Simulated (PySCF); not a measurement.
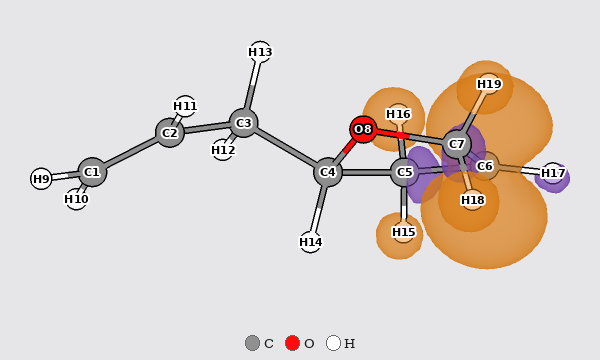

Figure 1: C7H11O (SMILES C=CC[C@H]1C[CH]CO1) (doublet). Isosurfaces of the spin density (α minus β) at +0.03 (orange) and −0.03 e/Å³ (purple), seen from one side.

Geometry: GFN2-xTB.

All numbers below come from PySCF 2.14.0, density-fitted response routines, UKS B3LYP, pcH-1 on C H O, non-relativistic, mean-field spin-orbit, GIAO.

```yaml
atoms:
  - { symbol: C, position_ang: [3.2573, 0.5065, -0.2537] }
  - { symbol: C, position_ang: [2.1870, 0.1456, 0.4281] }
  - { symbol: C, position_ang: [1.0560, -0.6523, -0.1382] }
  - { symbol: C, position_ang: [-0.2484, 0.1469, -0.0965] }
  - { symbol: C, position_ang: [-1.4372, -0.5590, -0.7775] }
  - { symbol: C, position_ang: [-2.5675, -0.1540, 0.0831] }
  - { symbol: C, position_ang: [-2.0427, 0.4833, 1.3084] }
  - { symbol: O, position_ang: [-0.6379, 0.3515, 1.2551] }
  - { symbol: H, position_ang: [4.0448, 1.0943, 0.1866] }
  - { symbol: H, position_ang: [3.3960, 0.2210, -1.2846] }
  - { symbol: H, position_ang: [2.0559, 0.4429, 1.4588] }
  - { symbol: H, position_ang: [1.2677, -0.9308, -1.1722] }
  - { symbol: H, position_ang: [0.9150, -1.5592, 0.4552] }
  - { symbol: H, position_ang: [-0.0858, 1.1284, -0.5741] }
  - { symbol: H, position_ang: [-1.5542, -0.2586, -1.8220] }
  - { symbol: H, position_ang: [-1.2918, -1.6496, -0.7699] }
  - { symbol: H, position_ang: [-3.6050, -0.3157, -0.1207] }
  - { symbol: H, position_ang: [-2.3229, 1.5551, 1.3654] }
  - { symbol: H, position_ang: [-2.3960, 0.0129, 2.2378] }
```

> Where is the unpaired spin?

The unpaired spin (1 electron) lies mostly on C6 (about 0.7), in electrons by Hirshfeld's partition.
